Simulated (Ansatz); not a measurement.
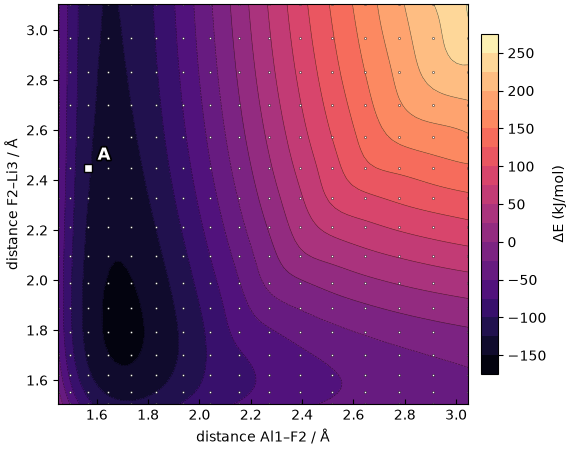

The system Al + FLi, spin multiplicity 2. Coordinates scanned: (1) distance Al1–F2; (2) distance F2–Li3. Nothing is relaxed (the angle Al1–F2–Li3 is fixed at 140 degrees). Grid: 16 × 16 points. Points are written as (first, second). Energies are in kJ/mol, from Al far from the relaxed FLi (each part in its own basis). The calculation used UHF/def2-TZVPD (Ansatz).

In the figure: filled contours, dots at the grid points, the point A. Between grid points the surface is interpolated.

Q: Which way does the force act at A, and how strong is it?

A: A, at (1.565 Å, 2.448 Å), is not a stationary point. The computed force is 330 kJ/mol for each Å towards larger values of distance Al1–F2 and 21 kJ/mol for each Å towards smaller values of distance F2–Li3.
